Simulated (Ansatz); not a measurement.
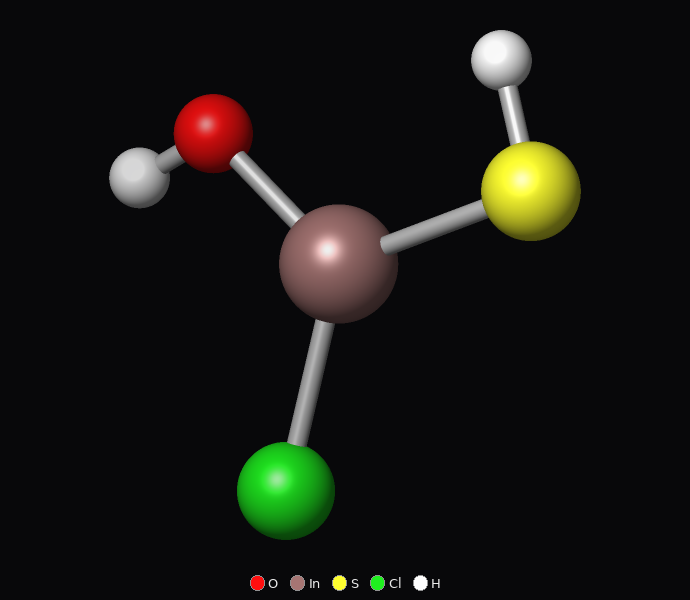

Computed geometry: PBE0-D4/def2-TZVP optimisation. No frequency run is at hand to confirm it as a minimum. Program: Ansatz 0.2.0.

Compare dipole (D), HOMO energy (eV) at these levels: B3LYP-D4/def2-TZVPP; PBE-D4/def2-TZVPP; r2SCAN-D4/def2-TZVPP; ωB97M-V/def2-TZVPP.

```csv
level,dipole (D),HOMO energy (eV)
B3LYP-D4/def2-TZVPP,1.03,−7.83
PBE-D4/def2-TZVPP,1.11,−6.82
r2SCAN-D4/def2-TZVPP,1.14,−7.13
ωB97M-V/def2-TZVPP,0.99,−10.29
```
